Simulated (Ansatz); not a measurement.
# Cu2Pd (built on the sites of a database entry of Li2Pt): a soft mode frozen in, part 2 of 2

Wanted: the energy along a soft mode of Cu2Pd (built on the sites of a database entry of Li2Pt) and the structure at the end.

Ansatz 0.2.0; DFT PBEsol, scalar-relativistic, plane waves, PAW.

So far, highest frequency on the path or at a solved wavevector (cm⁻¹): step 2 (response at finite wavevector) 290. Also lowest frequency on the path (cm⁻¹): step 2 -50.2.

The structure was built from a prototype and need not be the compound's stable phase.

## 5. Energy along the mode, all amplitudes (two of the runs are shown above)

An imaginary frequency means negative curvature, so the energy should fall and then rise again as anharmonic terms take over.

This step gave:

```yaml
depth_at_the_lowest_point_sampled: 4.796 meV/atom
largest_atomic_shift_at_that_point: 0.22 Å
```

Table of energy from the parent by largest atomic shift:

```tsv
largest atomic shift (Å)	energy from the parent (meV/atom)
0.000	0
0.040	-0.297
0.080	-1.13
0.140	-2.97
0.220	-4.80
0.320	-1.50
0.450	21.4
```

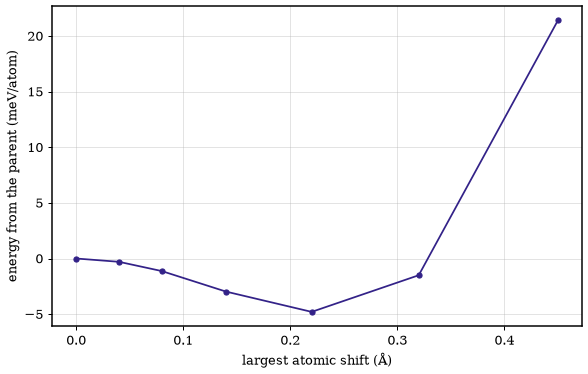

Energy from the parent, plotted against largest atomic shift.

Displacement at unit largest shift by atom:

```tsv
atom	x (Å)	y (Å)	z (Å)	size
Cu1	0.00	0.00	1.00	1.00
Cu2	0.00	0.00	-1.00	1.00
Pd3	0.00	0.00	0.00	0.00
```

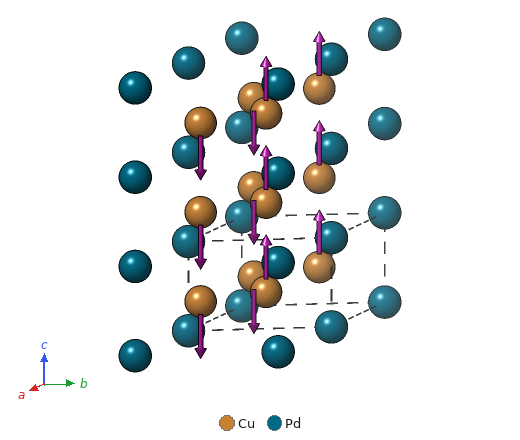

Displacement at unit largest shift as arrows, the longest 1 Å. 2×1×3 cells are drawn. Some periodic images of atoms are drawn too.

The lowest of the steps tried is at 0.22 Å, 4.80 meV/atom below the parent; the bottom of the well need not coincide with a step.

## 6. Relaxing from the distorted cell

Starting from the lowest point found, all atoms and the cell are let go, so that strain and other modes of the same symmetry can join in.

input.yaml reads:

```yaml
crystal:
  lattice:
    - [4.1086750818, 0.0, 0.0]
    - [-2.0543375409, 3.5582169968, 0.0]
    - [0.0, 0.0, 2.5830741128]
  atoms:
    - { symbol: Cu, position: [0.3333333333, 0.6666666667, 0.5851698366] }
    - { symbol: Cu, position: [0.6666666667, 0.3333333333, 0.4148301634] }
    - { symbol: Pd, position: [0.0, 0.0, 0.0] }
kpoints:
  mp_grid: { grid: [12, 12, 16] }
hamiltonian:
  xc: pbesol
scf:
  occupations: { method: methfessel_paxton, width: 0.2 }
output:
  forces: true
  stress: true
  eigenvalues: true
relax:
  adjacent_minimum: "off"
  f_tol: 0.002
  max_steps: 120
  cell: { stress_tol: 0.03 }
```

The run is started by

```console
> ansatz run input.yaml --threads 8 --pin off --max-ram 14336MiB --backend cpu --events-out ev --progress --plain --runs-dir out
```

Numbers of over 12 decimals in the logs are rounded to 6 here.

Output:

```text
[...]
Crystal: 3 atoms, lattice volume = 37.763 Å³
Basis set: ecut = 420 eV, 717 PW (Γ), exchange–correlation on 60×60×36 points (8 copies of the dense FFT grid, shifted against one another)
Bands: 34, of which v1, the nominal top of the filled ones, is band 28 counted from 1 (27 counted from 0)
Symmetry: 12 space group operations
[...]
k-points: 255 of 2304
[...]
SCF iter   1: F=—  HF=-20084.328000 eV  |F-HF|=—  |Δ(HF+E_count)|=         —  Δρ=1.69e-2  dr2=6.01e-2  ethr=1.77e-3  ⟨swp⟩=5.1  Hψ=32803  notcnv=0
[...]
SCF iter   6: F=-20084.313369 eV  HF=-20084.313369 eV  |F-HF|=1.89e-9  |Δ(HF+E_count)|=   6.82e-8  S|Δr|=    0.00e0  Δρ=5.56e-6  dr2=5.49e-9  ethr=1.79e-10  ⟨swp⟩=6.9  Hψ=36200  notcnv=0
SCF 1 converged in 6 iterations: F = -20084.313369 eV  dr2 = 5.49e-9
[...]
relax step   1: F+E_penalty+E_count = -20084.31336879 eV  Δ(F+E_penalty+E_count) = +0.000e0 eV  max|allowed force component| = 1.287e-2 eV/Å  Δτ_max = 0.0000 Å  P = -0.222 GPa  Ω = 37.763 Å³  (6 SCF iters, dr2 threshold 1.00e-7 eV, accepted)
Crystal: 3 atoms, lattice volume = 37.735 Å³
[...]
SCF iter   3: F=-20084.313870 eV  HF=-20084.313870 eV  |F-HF|=8.27e-8  |Δ(HF+E_count)|=   1.26e-6  S|Δr|=    0.00e0  Δρ=2.94e-5  dr2=1.38e-7  ethr=5.36e-10  ⟨swp⟩=3.2  Hψ=36567  notcnv=0
SCF 2 converged in 3 iterations: F = -20084.313870 eV  dr2 = 1.38e-7
relax step   2: F+E_penalty+E_count = -20084.31387021 eV  Δ(F+E_penalty+E_count) = -5.014e-4 eV  max|allowed force component| = 1.294e-2 eV/Å  Δτ_max = 0.0017 Å  P = -0.087 GPa  Ω = 37.735 Å³  energy of the carried Pulay correction = +1.626e-5 eV  (3 SCF iters, dr2 threshold 3.00e-7 eV, accepted)
Crystal: 3 atoms, lattice volume = 37.719 Å³
[...]
SCF iter   3: F=-20084.314145 eV  HF=-20084.314145 eV  |F-HF|=1.06e-7  |Δ(HF+E_count)|=   5.49e-6  S|Δr|=    0.00e0  Δρ=4.48e-5  dr2=1.62e-7  ethr=4.60e-10  ⟨swp⟩=4.2  Hψ=41801  notcnv=0
SCF 3 converged in 3 iterations: F = -20084.314145 eV  dr2 = 1.62e-7
relax step   3: F+E_penalty+E_count = -20084.31414484 eV  Δ(F+E_penalty+E_count) = -2.746e-4 eV  max|allowed force component| = 1.052e-2 eV/Å  Δτ_max = 0.0046 Å  P = -0.005 GPa  Ω = 37.719 Å³  energy of the carried Pulay correction = +2.552e-5 eV  (3 SCF iters, dr2 threshold 2.57e-7 eV, accepted)
[...]
relax step   4: F+E_penalty+E_count = -20084.31421684 eV  Δ(F+E_penalty+E_count) = -7.200e-5 eV  max|allowed force component| = 6.198e-3 eV/Å  Δτ_max = 0.0044 Å  P = +0.211 GPa  Ω = 37.672 Å³  energy of the carried Pulay correction = +5.226e-5 eV  (5 SCF iters, dr2 threshold 6.92e-9 eV, accepted)
[...]
relax step   5: F+E_penalty+E_count = -20084.31426373 eV  Δ(F+E_penalty+E_count) = -4.688e-5 eV  max|allowed force component| = 1.245e-3 eV/Å  Δτ_max = 0.0050 Å  P = +0.054 GPa  Ω = 37.705 Å³  energy of the carried Pulay correction = +3.323e-5 eV  (4 SCF iters, dr2 threshold 1.36e-7 eV, accepted)
[...]
relax step   6: F+E_penalty+E_count = -20084.31426103 eV  Δ(F+E_penalty+E_count) = +2.699e-6 eV  max|allowed force component| = 1.944e-4 eV/Å  Δτ_max = 0.0010 Å  P = +0.000 GPa  Ω = 37.716 Å³  energy of the carried Pulay correction = +2.678e-5 eV  (4 SCF iters, dr2 threshold 9.70e-9 eV, accepted)
[...]
SCF iter   4: F=-20084.314228 eV  HF=-20084.314228 eV  |F-HF|=3.64e-12  |Δ(HF+E_count)|=  3.64e-12  S|Δr|=    0.00e0  Δρ=1.77e-7  dr2=4.64e-12  ethr=1.00e-12  ⟨swp⟩=5.3  Hψ=38642  notcnv=0
SCF 7 converged in 4 iterations: F = -20084.314228 eV  dr2 = 4.64e-12
relax step   7: F+E_penalty+E_count = -20084.31422812 eV  Δ(F+E_penalty+E_count) = +3.290e-5 eV  max|allowed force component| = 2.164e-4 eV/Å  Δτ_max = 0.0000 Å  P = +0.002 GPa  Ω = 37.716 Å³  stress off target by 4.92e-3 GPa  SCF on the basis re-selected at this cell (its energy is not comparable with the rows above)  (4 SCF iters)
basis re-selected at this cell: Δ(F+E_penalty+E_count) = +3.290e-5 eV, ΔP = +0.001 GPa vs the last step (what re-selecting the basis moved, of the pressure what is left beyond the Pulay correction that the steps carried, after the strain that the cell walked since its last selection, with what the two solves' SCF thresholds leave and, on support functions, any second-order correction that the steps lacked; it is no m [...]
SCF converged after 4 iterations
[...]
Free energy (F): -20084.314228 eV
[...]
Internal energy: -20084.312870 eV  (E = F + TS)
E sigma→0 (E₀):  -20084.313889 eV
Entropy (-TS):   -0.001358 eV (-0.453 meV/atom)
Fermi energy:    18.081490 eV
[...]
--- Forces (eV/Å), atoms counted from 1 ---
  atom   1  Cu     0.00000000    -0.00000000     0.00021636
  atom   2  Cu    -0.00000000     0.00000000    -0.00021636
  atom   3  Pd     0.00000000     0.00000000     0.00000000
  max |Σ_I F_I| component: 1.16e-18 eV/Å
--- Stress (GPa, compression-positive) ---
        0.004917      -0.000000      -0.000000
       -0.000000       0.004917       0.000000
       -0.000000       0.000000      -0.004279
  P = ⅓ Tr σ = 0.0019 GPa (0.019 kbar)
--- Band table (eV; the first three rows and the last of 255) ---
  k-point 0: bands = [... 24 lower, 16.3523, 16.3523, 17.3189, 17.3189, 24.0167, 24.0167, 24.2298, 24.7369, ... 2 higher]
  k-point 1: bands = [... 24 lower, 16.3540, 16.3540, 17.2973, 17.2973, 24.1702, 24.1702, 24.2654, 24.7799, ... 2 higher]
  k-point 2: bands = [... 24 lower, 16.3966, 16.3966, 17.2470, 17.2470, 24.3745, 24.5828, 24.5828, 24.9290, ... 2 higher]
  k-point 254: bands = [... 24 lower, 17.0612, 17.0612, 18.0341, 19.9961, 20.9464, 20.9464, 23.3133, 23.3133, ... 2 higher]
--- Relaxed structure (6 steps of the walk, 6 accepted, 1 SCFs on fresh bases) ---
  F+E_penalty+E_count = -20084.31422812 eV   max|allowed force component| = 2.164e-4 eV/Å   (the final SCF, on the basis selected at the relaxed cell)
  cell:  # Å, volume = 37.7163 Å³
    - [4.098085, 0, 7.078619096701496e-19]
    - [-2.049043, 3.549046, -1.769654774175392e-19]
    - [4.450241836812179e-19, 1.2846741612212055e-19, 2.593203]
  atoms:
    - { symbol: Cu, position: [0.333333, 0.666667, 0.591622] }
    - { symbol: Cu, position: [0.666667, 0.333333, 0.408378] }
    - { symbol: Pd, position: [0, 0, 0] }
```

Run time: 9.3 s. Hardware: 8 threads of Intel Xeon Platinum 8488C (Sapphire Rapids), shared host; peak memory 0.69 GiB; 65 s of CPU time.

Step by step:

```tsv
step	energy less that of the first step (eV)	largest force component (eV/Å)	pressure (GPa)	volume (Å³)
1	0.0000	0.0129	-0.22	37.76
2	-0.0005	0.0129	-0.09	37.73
3	-0.0008	0.0105	0.00	37.72
4	-0.0008	0.0062	0.21	37.67
5	-0.0009	0.0012	0.05	37.70
6	-0.0009	0.0002	0.00	37.72
7*	-0.0009	0.0002	0.00	37.72
```

Relaxation steps marked * repeat the geometry before them on a plane-wave basis chosen anew for their cell, so energy and pressure can jump there.

Forces are held to the 12 operations that the run works with; a distortion that breaks them can't arise in this run.

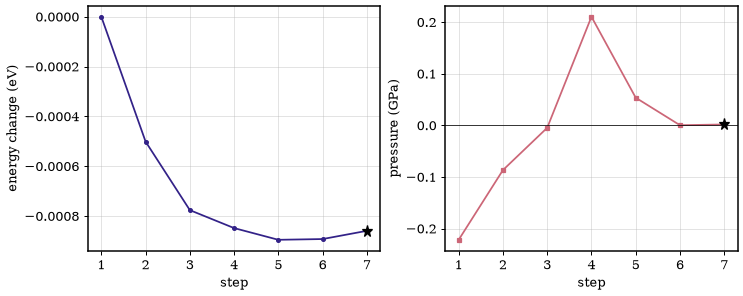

Energy and pressure along the relaxation. Stars mark steps on a basis chosen anew.

```tsv
conventional cell, symmetrised	before	after	change
a (Å)	4.109	4.098	-0.3 %
b (Å)	4.109	4.098	-0.3 %
c (Å)	2.583	2.593	+0.4 %
volume (Å³/atom)	12.59	12.57	-0.1 %
```

The atoms that moved most (Å, as changes of fractional coordinates times the final cell):

```tsv
atom	dx	dy	dz	length
Cu2	0.000	0.000	-0.017	0.017
Cu1	0.000	0.000	0.017	0.017
```

Final coordinates:

```
Cu Pd
1.0
     4.09809    0.00000    0.00000
    -2.04904    3.54905    0.00000
     0.00000    0.00000    2.59320
Cu Pd
2 1
Direct
  0.33333 0.66667 0.59162
  0.66667 0.33333 0.40838
  0.00000 0.00000 0.00000
```

This step gave:

```yaml
pressure: 0.001852 GPa
volume_per_atom: 12.57 Å³
```

The distorted start has space group P-3m1; the relaxation ends in P-3m1.

## 7. The new phase in its own primitive cell

The relaxed structure is symmetrised, reduced to its primitive cell and relaxed tightly, as its phonons need.

input.yaml, the sections that differ from step 6:

```yaml
crystal:
  lattice:
    - [4.0980851676, 0.0, 0.0]
    - [-2.0490425838, 3.549045862, 0.0]
    - [0.0, 0.0, 2.5932032581]
  atoms:
    - { symbol: Cu, position: [0.3333333333, 0.6666666667, 0.5916217434] }
    - { symbol: Cu, position: [0.6666666667, 0.3333333333, 0.4083782566] }
    - { symbol: Pd, position: [0.0, 0.0, 0.0] }
relax:
  adjacent_minimum: "off"
  f_tol: 0.001
  max_steps: 60
  cell: { stress_tol: 0.01 }
# kpoints, hamiltonian, scf, output: as in step 6
```

Output:

```text
[...]
Crystal: 3 atoms, lattice volume = 37.716 Å³
Basis set: ecut = 420 eV, 717 PW (Γ), exchange–correlation on 60×60×36 points (8 copies of the dense FFT grid, shifted against one another)
Bands: 34, of which v1, the nominal top of the filled ones, is band 28 counted from 1 (27 counted from 0)
Symmetry: 12 space group operations
[...]
k-points: 255 of 2304
[...]
--- Relaxed structure (1 steps of the walk, 1 accepted, 1 SCFs on fresh bases) ---
[...]
cell:  # Å, volume = 37.7163 Å³
    - [4.098085, 0.0, 0.0]
    - [-2.049043, 3.549046, 0.0]
    - [0.0, 0.0, 2.5932032581]
  atoms:
    - { symbol: Cu, position: [0.333333, 0.666667, 0.5916217434] }
    - { symbol: Cu, position: [0.666667, 0.333333, 0.408378] }
    - { symbol: Pd, position: [0.0, 0.0, 0.0] }
[key lines of the parts left out:]
SCF converged after 5 iterations
Free energy (F): -20084.314228 eV
Fermi energy:    18.081490 eV
P = ⅓ Tr σ = 0.0019 GPa (0.019 kbar)
```

Wall time 3.1 s (8 threads); peak memory 0.67 GiB; 21 s of CPU time.

Little changed from the start: no atom moved by 0.005 Å and no cell edge by 0.1 %.

The largest force component left is 0.22 meV/Å and the pressure is 0.002 GPa, within the tolerances set. The cell now holds 12.57 Å³/atom.

## 8. Modes of the new phase

A relaxed structure may still be a saddle point, so its zone-centre modes are computed. No field response is asked, since the mesh shows no gap.

Edit input.yaml of step 7 so:

```diff
@@ -16,9 +16,4 @@
 output:
-  forces: true
-  stress: true
   eigenvalues: true
-relax:
-  adjacent_minimum: "off"
-  f_tol: 0.001
-  max_steps: 60
-  cell: { stress_tol: 0.01 }
+phonons:
+  method: dfpt
```

Output:

```text
[...]
Crystal: 3 atoms, lattice volume = 37.716 Å³
Basis set: ecut = 420 eV, 717 PW (Γ), exchange–correlation on 60×60×36 points (8 copies of the dense FFT grid, shifted against one another)
Bands: 34, of which v1, the nominal top of the filled ones, is band 28 counted from 1 (27 counted from 0)
Symmetry: 12 space group operations
k-points: 632 of 2304 (irreducible under 2 space group operations, time reversal used)
[...]
SCF iter   1: F=—  HF=-20084.328697 eV  |F-HF|=—  |Δ(HF+E_count)|=         —  Δρ=1.68e-2  dr2=5.94e-2  ethr=1.77e-3  ⟨swp⟩=5.1  Hψ=81367  notcnv=0
[...]
SCF iter   8: F=-20084.314228 eV  HF=-20084.314228 eV  |F-HF|=7.28e-12  |Δ(HF+E_count)|=  2.18e-11  S|Δr|=    0.00e0  Δρ=8.81e-8  dr2=1.15e-12  ethr=1.00e-12  ⟨swp⟩=8.0  Hψ=103958  notcnv=0
SCF 1 converged in 8 iterations: F = -20084.314228 eV  dr2 = 1.15e-12
[...]
DFPT response loops at Γ: preconditioner auto → Kerker (q_TF=auto, 2.914 Å⁻¹) (partly filled bands, converged f_vac=0.000); β = 1.00, the filter's whole step (`scf.mixing.beta` (0.50) is not read by the response loops under this deck's `scf.mixing.preconditioner`; to damp them name `kerker` or `kerker_dos`, under which they read `scf.mixing.beta`, and type it under 1.00, their step now; both keys bind the ground state too); Broyden in place of MSR1
SCF converged after 8 iterations
[...]
Free energy (F): -20084.314228 eV
[...]
Internal energy: -20084.312870 eV  (E = F + TS)
E sigma→0 (E₀):  -20084.313889 eV
Entropy (-TS):   -0.001358 eV (-0.453 meV/atom)
Fermi energy:    18.081490 eV
[...]
--- Band table (eV; the first three rows and the last of 632) ---
  k-point 0: bands = [... 24 lower, 16.3523, 16.3523, 17.3189, 17.3189, 24.0167, 24.0167, 24.2298, 24.7369, ... 2 higher]
  k-point 1: bands = [... 24 lower, 16.3540, 16.3540, 17.2973, 17.2973, 24.1702, 24.1702, 24.2654, 24.7799, ... 2 higher]
  k-point 2: bands = [... 24 lower, 16.3966, 16.3966, 17.2470, 17.2470, 24.3745, 24.5828, 24.5828, 24.9290, ... 2 higher]
  k-point 631: bands = [... 24 lower, 16.8059, 17.0730, 17.8177, 19.4044, 19.9350, 22.5447, 23.7199, 23.9992, ... 2 higher]
--- Phonons (Γ-DFPT): 4 representative perturbations + reference, on 632 of 2304 k-points (Σ response iterations 15) ---
  k mesh reduced under 2 symmetry operations, with k and −k counted as one. Each operation leaves every solved perturbation unchanged. A smaller set is not used because it would not reduce the number of displacements times k-points to solve
  ASR residual: 4.329e-5 → 0.000e0 eV/Å²; symmetrization residual: 1.795e-5 eV/Å²
  ASR residual per site (eV/Å²): 3.20e-5 3.20e-5 4.33e-5
  Γ frequencies (cm⁻¹): 0.00 0.00 0.00 66.97 119.73 186.45 186.45 239.03 239.03
  non-analytic LO–TO correction: not included (Born effective charges unavailable; polar crystals: no LO–TO splitting at Γ)
```

Elapsed: 43 s, on 8 threads; peak memory 2.5 GiB.

Numbers from this step:

```yaml
sum_rule_residual_before_enforcement: 4.33e-5 eV/Å²
point_group: -3m
highest_optical_mode_at_the_zone_centre_no_lo_to_term: 239.0 cm⁻¹
lowest_optical_zone_centre_mode: 66.97 cm⁻¹
```

Patterns of degenerate modes are one choice out of their space. Modes at Γ, with each element's share of the kinetic energy:

```tsv
mode	frequency (cm⁻¹)	symmetry	Cu %	Pd %
1	0.0	acoustic	54	46
2	0.0	acoustic	54	46
3	0.0	acoustic	54	46
4	67.0	A1g	100	0
5	119.7	A2u	46	54
6	186.4	Eu	46	54
7	186.4	Eu	46	54
8	239.0	Eg	100	0
9	239.0	Eg	100	0
```

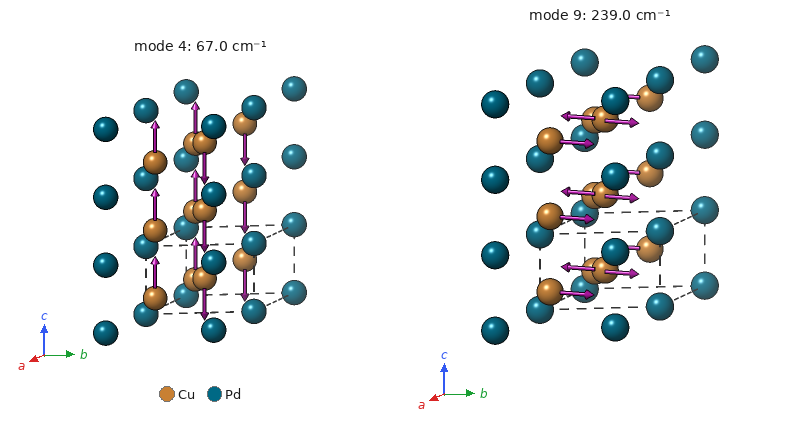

Displacement patterns of modes 4 and 9 at Γ; arrows are exaggerated. 2×1×3 cells are drawn. Some periodic images of atoms are drawn too.

Before it was imposed, the acoustic sum rule was missed by 4.3e-5 eV/Å². Small misses are needed for a sound result but don't prove that mesh and cutoff are converged. The lowest optical mode is real, 67.0 cm⁻¹.

## 9. The phases reached

The phases reached along the modes that were followed are set side by side.

Energies are those of the first relaxation, on the mesh of the frozen mode; space group, volume and gap are those of the last relaxation. Phases, by row:

```tsv
mode frozen in	space group	energy from parent (meV/atom)	volume (Å³/atom)	gap on mesh (eV)	lowest zone-centre optical mode (cm⁻¹)	largest shift (Å)
parent	P6/mmm	0	12.59	0	–	–
q = (0, 0, 0), 50i cm⁻¹	P-3m1	-5.01	12.57	0	67	0.238
```

## 10. What came out

```
unstable mode of the parent                                                      : q = (0, 0, 0), 50i cm⁻¹
depth at the lowest point sampled                                                : 4.80 meV/atom
largest atomic shift at that point                                               : 0.22 Å
space group reached (within 0.01 Å)                                              : P-3m1
energy gained over the parent (first relaxation, on the mesh of the frozen mode) : 5.01 meV/atom
volume per atom, phase reached                                                   : 12.6 Å³
lowest optical zone-centre mode, phase reached                                   : 67.0 cm⁻¹
highest optical mode at the zone centre (no LO-TO term), phase reached           : 239 cm⁻¹
```

Along this mode the structure falls into P-3m1, 5.01 meV/atom below the parent. At the parent's cell the well is 4.796 meV/atom deep on the steps tried, with its lowest point at a shift of 0.22 Å. Relaxing atoms and cell changes the gain by +0.21 meV/atom against the lowest step (energies at zero smearing). The new phase has no imaginary mode at the zone centre of its cell; other wavevectors were not checked. Each path keeps the symmetry of its pattern, so a lower phase may lie along a pattern not tried. With no gap, or one that is small against the smearing, the frequencies hang on the k mesh and the smearing, most of all near Kohn anomalies. A phonon run warned that its eigensolver left some bands unconverged in a pass. The starting cell was built on a prototype and not taken from a measurement, so the phase need not exist.

[Logs are printed without paths, hosts, clocks, repeated set-up lines and the standing remarks that a program may print on its own settings, such as how far it seeks lower states.]

[Hosts, paths, dates, database ids (printed as entryN), source tags and the programs' standing remarks are cut or masked in the printed files.]
